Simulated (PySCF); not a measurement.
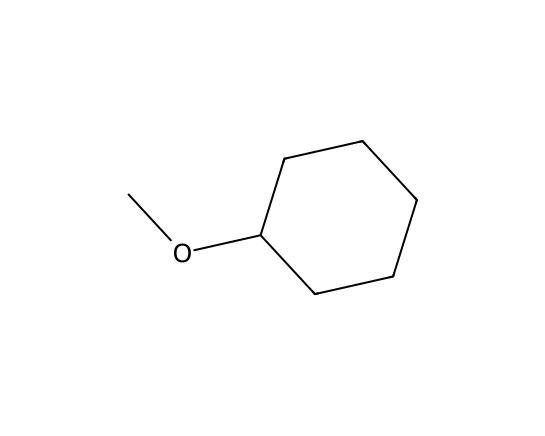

2D structure.

**Give its SMILES.**

COC1CCCCC1

**Give the formula, hydrogens included.**

C7H14O.

**An optimisation with PBE0-D3(BJ)/def2-SVP gave a structure of which point group?**

C1. Other conformers may differ.

More results for the same structure follow; atom numbers are the same in all pictures, views and colours differ. The computed structure is the end point of a PBE0-D3(BJ)/def2-SVP optimisation. No frequency run is at hand to confirm it as a minimum.

**Levels of theory compared**

No frequency run is at hand to confirm it as a minimum. Program: PySCF 2.14.0.

At this fixed geometry, give dipole (D), HOMO energy (eV), HOMO–LUMO gap (eV) at these levels: B97-D/pcSseg-1; BHandHLYP/pcSseg-1; LC-wPBE/pcSseg-1; LDA/pcSseg-1; mPW1PW91/pcSseg-1; ωB97X-D/pcSseg-1.

```json
{"level": "B97-D/pcSseg-1", "dipole (D)": "1.14", "HOMO energy (eV)": "−5.64", "HOMO–LUMO gap (eV)": "6.36"}
{"level": "BHandHLYP/pcSseg-1", "dipole (D)": "1.31", "HOMO energy (eV)": "−8.66", "HOMO–LUMO gap (eV)": "10.76"}
{"level": "LC-wPBE/pcSseg-1", "dipole (D)": "1.30", "HOMO energy (eV)": "−9.89", "HOMO–LUMO gap (eV)": "13.47"}
{"level": "LDA/pcSseg-1", "dipole (D)": "1.16", "HOMO energy (eV)": "−5.72", "HOMO–LUMO gap (eV)": "6.10"}
{"level": "mPW1PW91/pcSseg-1", "dipole (D)": "1.23", "HOMO energy (eV)": "−7.20", "HOMO–LUMO gap (eV)": "8.64"}
{"level": "ωB97X-D/pcSseg-1", "dipole (D)": "1.25", "HOMO energy (eV)": "−9.07", "HOMO–LUMO gap (eV)": "12.29"}
```

**Ring current**

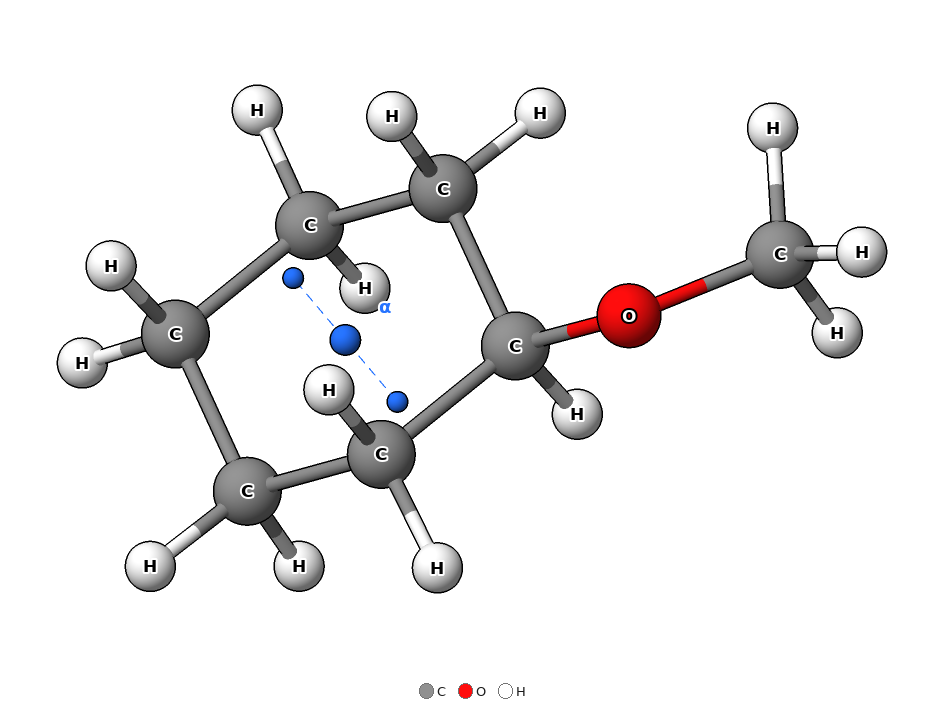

The small points mark where nucleus-independent chemical shifts (NICS) were computed: at the centre of each lettered ring and 1 Å above and below it. No frequency run is at hand to confirm it as a minimum. Level of theory: GIAO mPW1PW91/pcSseg-1 NMR shielding, non-relativistic, gas phase (PySCF 2.14.0).

Give NICS(0), NICS(1) and the out-of-plane component NICS(1)zz for each ring (means of the two sides).

| ring | members | NICS(0) | NICS(1) | NICS(1)zz |
| --- | --- | --- | --- | --- |
| α | C6 | −3.3 | −2.9 | 2.2 |

Values in ppm.

**What do the values say about the ring currents?**

Ring α: weak, as in a non-aromatic ring. NICS is one index among several.

**NMR shielding**

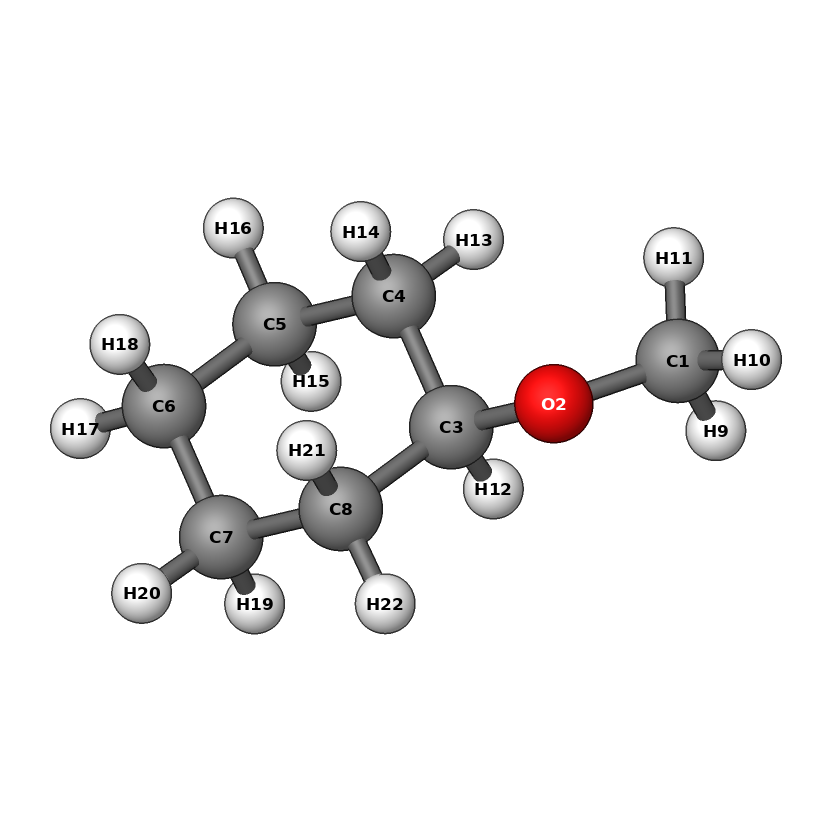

No frequency run is at hand to confirm it as a minimum. Level of theory: GIAO ωB97X-D/pcSseg-1 NMR shielding, non-relativistic, gas phase (PySCF 2.14.0). Principal shieldings σ11 ≤ σ22 ≤ σ33, span Ω = σ33 − σ11, skew κ = 3(σiso − σ22)/Ω.

Give the shielding tensors of the O atoms.

```csv
atom,σ11,σ22,σ33,σiso,Ω,κ
O2,260.2,282.5,342.1,294.9,81.9,0.45
```

Shieldings and span in ppm.
